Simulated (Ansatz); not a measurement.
Fields on a plane of TiN (rock salt)

```
CELL_PARAMETERS angstrom
      0.00000     2.11666     2.11666
      2.11666     0.00000     2.11666
      2.11666     2.11666     0.00000
ATOMIC_POSITIONS crystal
  N  0.00000 0.00000 0.00000
  Ti 0.50000 0.50000 0.50000
```

The slice is a {111} plane (indices of the conventional cell) through the point (0.000, 0.000, 0.000) (fractional), spanned by u = [100] and v = [-1 2 0] in vectors of this cell: u (2.99 Å) and v (5.18 Å, at 90° to u). It covers one period; positions are fractions (u, v).

Atoms on it: N at (0.00, 0.00); N at (0.50, 0.50).

Calculation: r2SCAN (plane waves to 500 eV, PAW, scalar-relativistic; Ansatz, a program for electronic structure). k mesh 19×19×19. These are valence fields of a PAW run, semicore shells included where kept as valence: close to a nucleus they are smooth pseudo fields. The PAW data are Ansatz's earlier set. TiN is run without spin polarisation. TiN was relaxed with its symmetry unable to fall.

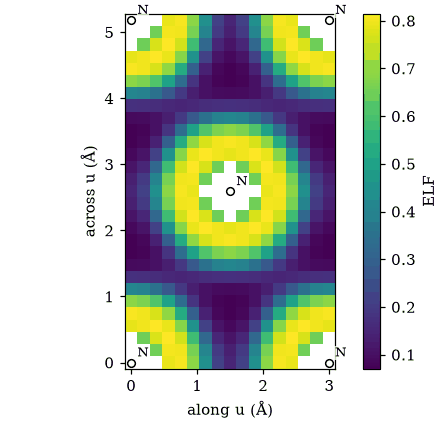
Electron localisation function (ELF), one period of the plane, atoms marked. Points within 0.4 Å of a nucleus are left white, as the pseudised field means little there.

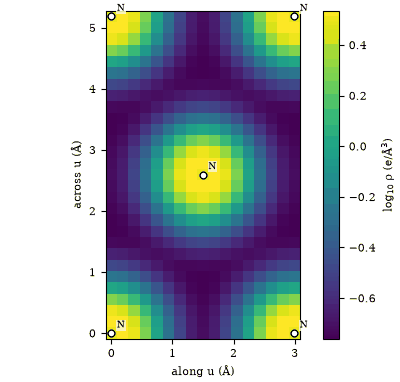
Figure: Log₁₀ of the valence density in e/Å³, one period of the plane, atoms marked. The scale is logarithmic, as a density can span decades between atoms and voids.
